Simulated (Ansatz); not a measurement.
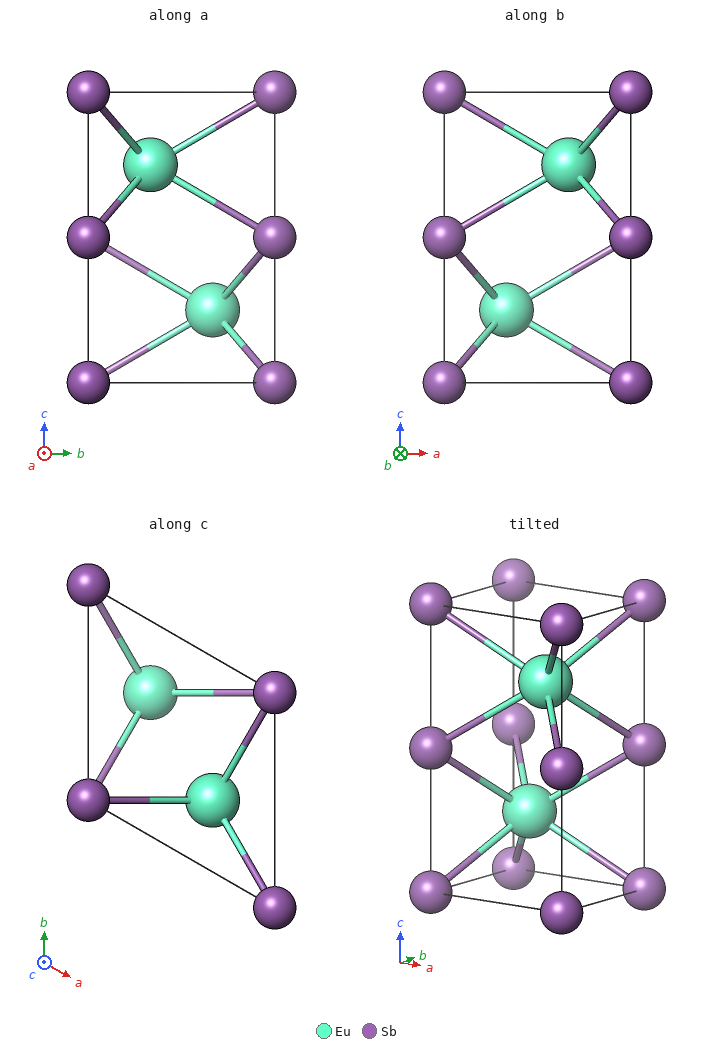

This ball-and-stick model is shown along the a axis, along the b axis, along the c axis and slightly off an axis. Thin lines show the conventional unit cell, with boundary atoms drawn in all their periodic places.

Lattice parameters: a = 4.9084 Å, b = 4.9084 Å, c = 6.6225 Å, α = 90.000°, β = 90.000°, γ = 120.000°.

### Give the structure in the form of a CIF in P1 with every atom of the cell.

```cif
data_structure
_symmetry_space_group_name_H-M 'P 1'
_symmetry_Int_Tables_number 1
_cell_length_a 4.9084
_cell_length_b 4.9084
_cell_length_c 6.6225
_cell_angle_alpha 90.000
_cell_angle_beta 90.000
_cell_angle_gamma 120.000
_cell_volume 138.18
loop_
_atom_site_label
_atom_site_type_symbol
_atom_site_fract_x
_atom_site_fract_y
_atom_site_fract_z
_atom_site_occupancy
Eu1 Eu 0.3333 0.6667 0.2500 1
Eu2 Eu 0.6667 0.3333 0.7500 1
Sb1 Sb 0.0000 0.0000 0.0000 1
Sb2 Sb 0.0000 0.0000 0.5000 1
```

Provenance: a structure type filled with these elements by a generator (whether the compound takes this form wasn't checked). Earlier steps of the study, as a rule a relaxation of our own, may have changed the cell and positions, so they can lie some per cent off the listed ones. Ansatz was used for an electronic-structure calculation on it.
